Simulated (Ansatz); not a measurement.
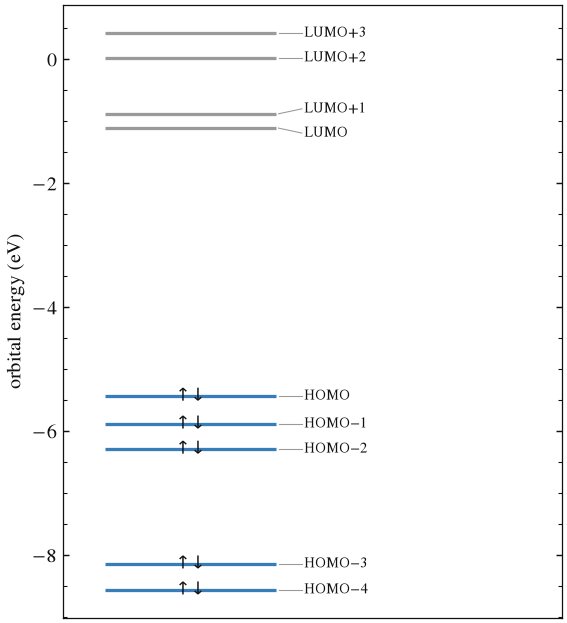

Kohn-Sham orbital energies near the frontier, B97M-V/def2-TZVPP in the Ansatz code 0.2.0, at a PBE0-D4/def2-TZVP geometry (no frequency check), isolated molecule; empty levels in grey, levels within 0.03 eV side by side.

Question: Which molecule has this level scheme?
A. C₇H₁₇N, SMILES CC(C)NC(C)(C)C
B. C₃H₁₁InN₂, SMILES C[CH](C)[In]([NH2])[NH2], singlet
C. CH₃Cl₃HfO, SMILES C[O][Hf]([Cl])([Cl])[Cl], singlet
D. C₆H₁₄F₂Si, SMILES CC(C)(C)C[Si](C)(F)F

Answer: B. HOMO −5.44 eV, LUMO −1.12 eV, separation 4.32 eV.

Caveats: core potentials past krypton; spin-orbit coupling is left out, and with In it can shift these levels and split any degenerate set; one conformer of a flexible molecule; empty levels above zero depend strongly on the basis.
